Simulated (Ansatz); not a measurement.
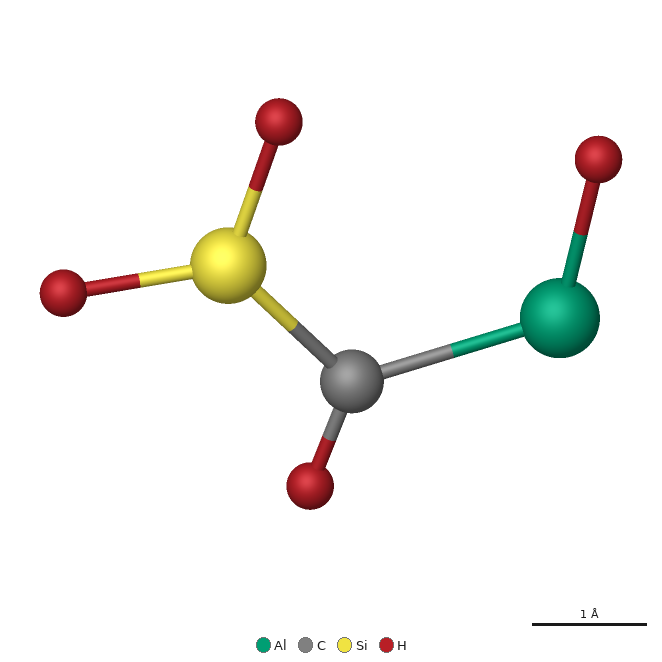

Ball-and-stick drawing of a structure. Every bond is drawn as one stick, whatever its order.

The species is neutral and a spin doublet.

Describe the molecule.

It has 7 atoms: 1 carbon, 4 hydrogen, 1 aluminium and 1 silicon (CH₄AlSi). This geometry has Cs symmetry. It is an open-shell species. All atoms lie on one plane. Coordination: 1 Al bent; 1 C trigonal planar; 1 Si trigonal planar.

More results for the same structure follow; atom numbers are the same in all pictures, views and colours differ. The geometry was computed by an optimisation with PBE0-D4/def2-TZVP. No frequency run is at hand to confirm it as a minimum.

**Shape**

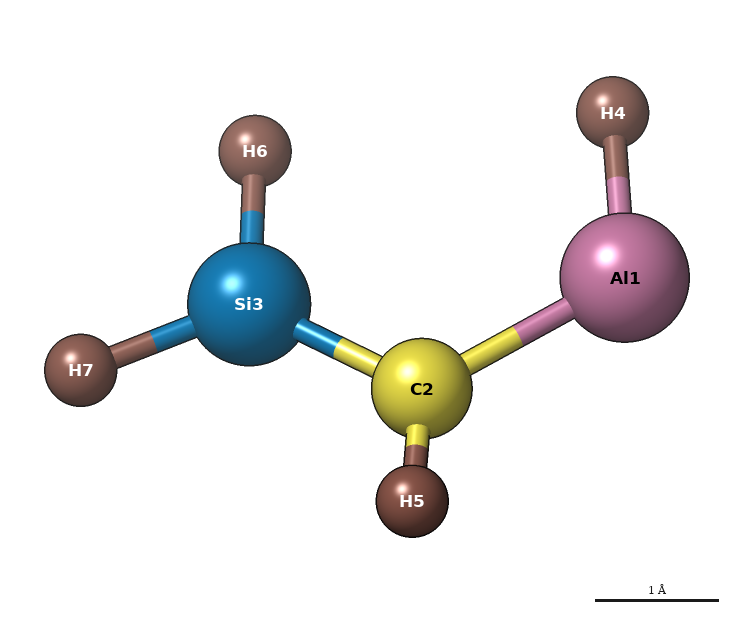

Atoms carry their numbers in the input. No frequency run is at hand to confirm it as a minimum.

Which atoms are bonded, and how long are the bonds?

```
  bond  length (Å)
Al1–C2       1.920
Al1–H4       1.609
C2–Si3       1.707
 C2–H5       1.087
Si3–H6       1.479
Si3–H7       1.486
```

**Electronic properties**

No frequency run is at hand to confirm it as a minimum. Method: UKS PBE0-D4/def2-TZVPP (Ansatz 0.2.0).

Estimate the dispersion correction.

−13.5 kJ/mol.

Give the HOMO energy (Kohn–Sham orbital) at this level.

−5.19 eV.

Give the ⟨S²⟩ of the determinant at this level.

0.752.

**Dipole moment**

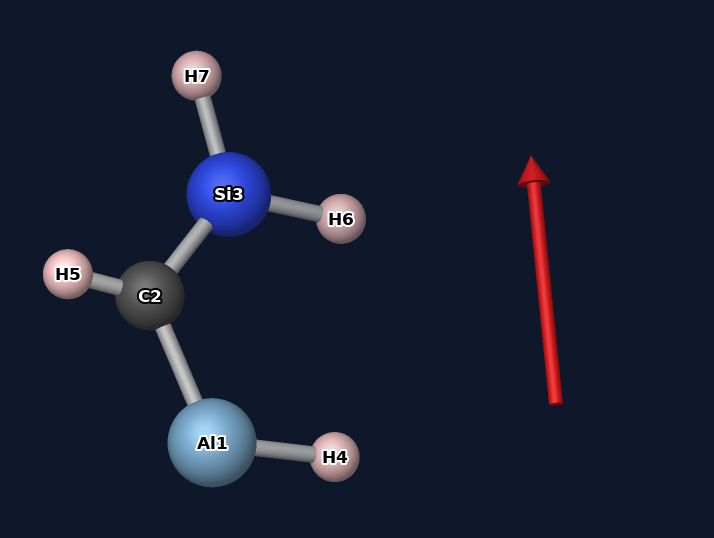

The arrow beside the molecule shows the direction of the dipole moment, from the negative to the positive end (its length means nothing). No frequency run is at hand to confirm it as a minimum. Level of theory: UKS PBE0-D4/def2-TZVP (Ansatz 0.2.0).

How large is the dipole moment?

1.63 D; it points from the side of H4 to the side of H7 (the outermost atoms at the two ends).

**Charges**

The questions are on Mulliken charges. No frequency run is at hand to confirm it as a minimum. Properties computed with UKS PBE0-D4/def2-TZVP (Ansatz 0.2.0).

Which atom carries the highest charge (most positive or least negative)?

Al1 (0.21 e).

And the lowest?

C2 (−0.44 e).

List the Mulliken charges.

```tsv
atom	value (e)
Al1	0.21
C2	−0.44
Si3	0.15
H4	−0.10
H5	0.15
H6	0.02
H7	0.00
```

Mulliken values depend strongly on the basis set and can even reverse the polarity of a bond.
